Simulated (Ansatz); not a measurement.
**CCSD(T)/def2-SVPD run of CH5NSi (SMILES C[Si]N)**

What is the energy change on altering one bond length of CH5NSi at CCSD(T)/def2-SVPD? 

The calculation is run with Ansatz 0.2.0.

60 further runs of the same task are left out: 60 set aside as unsound or not needed.

### Step 1. Starting point

The species is CH5NSi (8 atoms), meant as a singlet with charge 0. SMILES: `C[Si]N`. Geometry: relaxed at PBE0-D4/def2-TZVP. This is one conformer, not always the lowest.

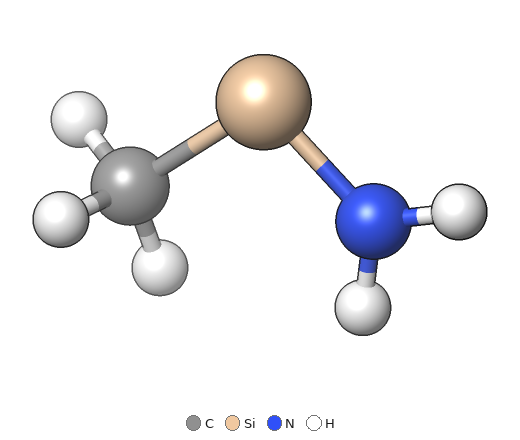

Viewed from a chosen angle; carbon grey, silicon light orange, nitrogen blue, hydrogen white.

### Step 2. A single-point energy at CCSD(T)/def2-SVPD

File molecule.yaml:

```yaml
crystal:
  periodic: [false, false, false]
  atoms:
    - {symbol: C, position_ang: [-0.660000, 0.824700, -0.552100]}
    - {symbol: Si, position_ang: [0.963800, 0.653800, 0.427700]}
    - {symbol: "N", position_ang: [0.932200, -1.034400, 0.690700]}
    - {symbol: H, position_ang: [-1.026400, -0.101800, -1.004300]}
    - {symbol: H, position_ang: [-0.562500, 1.583400, -1.334100]}
    - {symbol: H, position_ang: [-1.431400, 1.195000, 0.135900]}
    - {symbol: H, position_ang: [1.651200, -1.501900, 1.220100]}
    - {symbol: H, position_ang: [0.225200, -1.675700, 0.360300]}
basis:
  gaussian: {orbitals: def2-SVPD}
total_charge: 0
correlation: {method: ccsd_t, frozen_orbitals: {C: 1, H: 0, "N": 1, Si: 5}}
accuracy: high
scf: {omitted_lower_state_checks: [cluster_reference, increment]}
```

Started as:

```
$ ansatz run molecule.yaml --threads 1 --pin off --max-ram 3480MiB --events-out events.jsonl --progress --plain --runs-dir runs
```

The program printed, shortened:

```text
Warning: RAYON_NUM_THREADS=1 ignored (pool sized by the plan → 1); use --threads N
Functional definition: HF
  name "HF"
[...]
2100 factors; integrals over basis functions are off by at most 3.5e-9 eV
[...]
mean field -10449.20053176 eV, -384.0010368196 hartree, gradient 1.7e-8 eV, S^2 0.000000; 0 other end points of the search recorded, 0 dependent functions left out
7 core orbitals not correlated: weight in the atoms' cores, before any rotation towards them, 1.000 or more for the frozen orbitals, at most 0.000 for the correlated occupied ones
reference -10449.20053176 eV, -384.0010368196 hartree; 9, 9 occupied and 88, 88 virtual orbitals, 2100 factors
second order -11.59153874 eV of doubles, -0.00000000 eV of singles
cycle   1  -12.24134031 eV  change   -6.5e-1 eV  update   8.7e-2
[...]
cycle  22  -12.66887411 eV  change    1.3e-9 eV  update   2.1e-9
perturbative correction -0.43443856 eV, -0.0159653226 hartree
Total energy: -10462.30384443 eV, -384.4825746784 hartree
Checks for a lower state left out: cluster_reference, increment
```

Run time: 20 s. Hardware: 1 thread of AMD EPYC 7R43 (Zen 3), shared host; peak memory 0.85 GiB.

### Step 3. The distorted shape

File molecule.yaml:

```yaml
crystal:
  periodic: [false, false, false]
  atoms:
    - symbol: C
      position_ang: [-0.689251, 0.597085, -0.317495]
    - symbol: Si
      position_ang: [0.934549, 0.426185, 0.662305]
    - symbol: N
      position_ang: [0.902949, -1.262015, 0.925305]
    - symbol: H
      position_ang: [-1.055651, -0.329415, -0.769695]
    - symbol: H
      position_ang: [-0.562500, 1.583400, -1.334100]
    - symbol: H
      position_ang: [-1.460651, 0.967385, 0.370505]
    - symbol: H
      position_ang: [1.621949, -1.729515, 1.454705]
    - symbol: H
      position_ang: [0.195949, -1.903315, 0.594905]
basis:
  gaussian: {orbitals: def2-SVPD}
accuracy: high
correlation: {method: ccsd_t, frozen_orbitals: {C: 1, H: 0, "N": 1, Si: 5}}
scf: {omitted_lower_state_checks: [cluster_reference, increment]}
```

Started as:

```
$ ansatz run molecule.yaml --threads 1 --pin off --max-ram 3480MiB --events-out events.jsonl --progress --plain --runs-dir runs
```

The program printed, shortened:

```text
Warning: RAYON_NUM_THREADS=1 ignored (pool sized by the plan → 1); use --threads N
Functional definition: HF
  name "HF"
[...]
2119 factors; integrals over basis functions are off by at most 3.9e-9 eV
[...]
mean field -10448.10912332 eV, -383.9609282991 hartree, gradient 2.0e-8 eV, S^2 0.000000; 0 other end points of the search recorded, 0 dependent functions left out
7 core orbitals not correlated: weight in the atoms' cores, before any rotation towards them, 1.000 or more for the frozen orbitals, at most 0.000 for the correlated occupied ones
reference -10448.10912332 eV, -383.9609282991 hartree; 9, 9 occupied and 88, 88 virtual orbitals, 2119 factors
second order -11.68385381 eV of doubles, -0.00000000 eV of singles
cycle   1  -12.33430655 eV  change   -6.5e-1 eV  update   9.2e-2
[...]
cycle  24  -12.80414847 eV  change   1.0e-10 eV  update   1.2e-9
perturbative correction -0.45793086 eV, -0.0168286489 hartree
Total energy: -10461.37120265 eV, -384.4483007253 hartree
Checks for a lower state left out: cluster_reference, increment
```

Run time: 23 s. Hardware: 1 thread of AMD EPYC 7R43 (Zen 3), shared host; peak memory 0.85 GiB.

### Step 4. Outcome

Level: CCSD(T)/def2-SVPD, 7 core orbitals frozen.

| quantity | value |
| --- | --- |
| first shape: total energy | -384.48257 Eh |
| first shape: correlation energy (7 core orbitals frozen) | -481.5 mEh |
| first shape: (T) correction | -15.97 mEh |
| first shape: T1 diagnostic | 0.014 |
| distorted shape: total energy | -384.44830 Eh |
| distorted shape: correlation energy (7 core orbitals frozen) | -487.4 mEh |
| distorted shape: (T) correction | -16.83 mEh |
| distorted shape: T1 diagnostic | 0.015 |
| energy change with the C1–H5 bond stretched from 1.094 to 1.422 Å | 0.933 eV |

In words: With the C1–H5 bond stretched from 1.094 to 1.422 Å the energy rises by 0.93 eV (90.0 kJ/mol). The first shape isn't relaxed at this level, so the change isn't measured from a minimum. The triples (first shape) make up 3.3 % of the correlation energy. The triples (distorted shape) make up 3.5 % of the correlation energy.
